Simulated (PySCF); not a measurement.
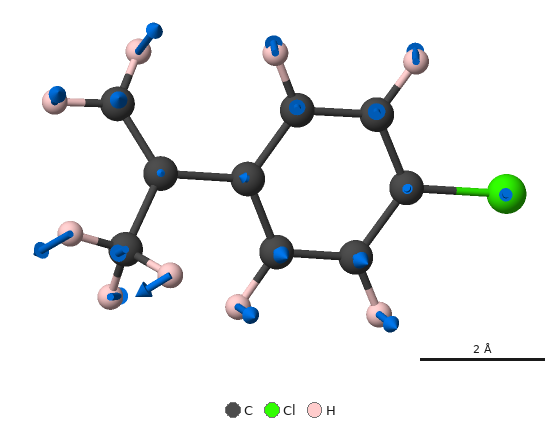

A relaxation of C$_{9}$H$_{9}$Cl. The starting structure is drawn; blue arrows show the displacements, magnified 5 times. The two geometries are superimposed by the best rigid fit.

A ball-and-stick model, seen from a free direction.

The start comes from GFN2-xTB. Its atoms were then displaced at random by about 0.01 Å.

Theory: PBE0-D3(BJ)/def2-SVP geometry optimisation, gas phase (PySCF 2.14.0, density-fitted response routines). 

Atoms of which element are displaced furthest, and by how much?

Hydrogen: up to 0.23 Å, against 0.13 Å for carbon.

What happened in the run?

The energy falls by 0.154 eV in 9 geometry steps. The atom that moves furthest after the best rigid fit is an H atom (0.23 Å). By element the largest moves are H 0.23 Å, C 0.13 Å, Cl 0.05 Å. Some distances before and after: C–H 1.052 → 1.092 Å, C–C 1.374 → 1.403 Å, C–C 1.511 → 1.483 Å, C–H 1.074 → 1.098 Å. Among the angles between lasting bonds that change: C–C–C 120.6° → 117.4°, C–C–H 122.3° → 120.0°, C–C–H 124.3° → 122.3°.
